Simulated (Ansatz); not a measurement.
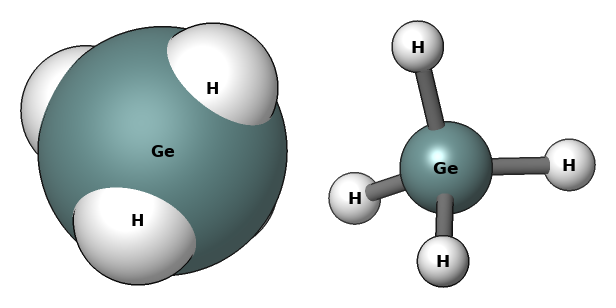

Two views of one molecule.

Which formula does it have?

GeH4, 5 atoms: 1 germanium and 4 hydrogen.

What is the point group of this geometry?

Td.

The parts below concern this one geometry. Atoms keep their numbers from picture to picture. Computed geometry: PBE0-D4/def2-TZVP optimisation.

## Shape

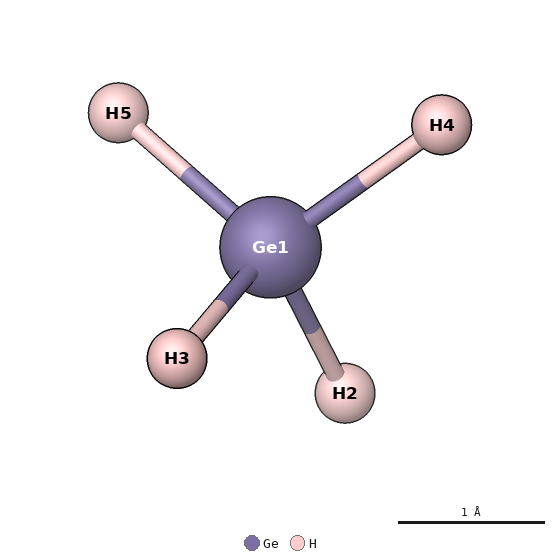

Atoms carry their numbers in the input.

What are the angles H2–Ge1–H3?

```csv
angle,degrees
H2–Ge1–H3,109.5
```

## Electronic properties

Properties computed with RKS PBE0-D4/def2-TZVPP (Ansatz 0.2.0).

Estimate the HOMO–LUMO gap.

10.72 eV.

Give the HOMO energy (Kohn–Sham orbital) at this level.

−9.65 eV.

## Vibrations

Harmonic vibrations computed with RKS PBE0-D4/def2-TZVP (Ansatz 0.2.0) at a stationary point of the same level.

List the wavenumbers.

9 modes: 821, 821, 821, 924, 924, 2169, 2175, 2175, 2175 cm⁻¹.

## Charges

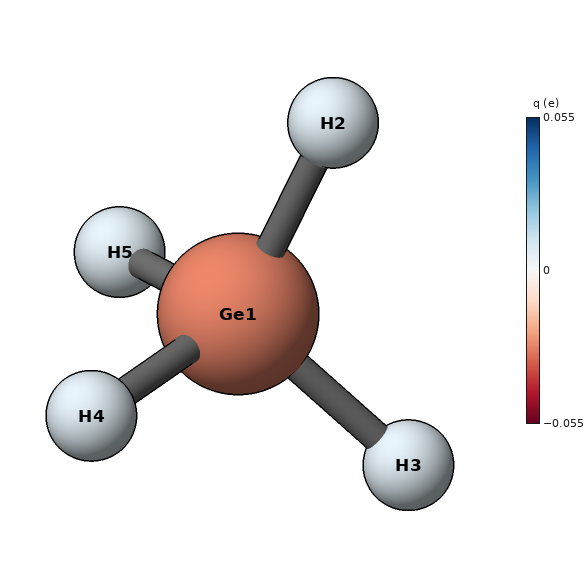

Atoms are coloured by their Mulliken charges. Properties computed with RKS PBE0-D4/def2-TZVP (Ansatz 0.2.0).

Give the Mulliken charges atom by atom.

```json
{"atom": "Ge1", "value (e)": "−0.03"}
{"atom": "H2", "value (e)": "0.01"}
{"atom": "H3", "value (e)": "0.01"}
{"atom": "H4", "value (e)": "0.01"}
{"atom": "H5", "value (e)": "0.01"}
```

Mulliken values depend strongly on the basis set and can even reverse the polarity of a bond.
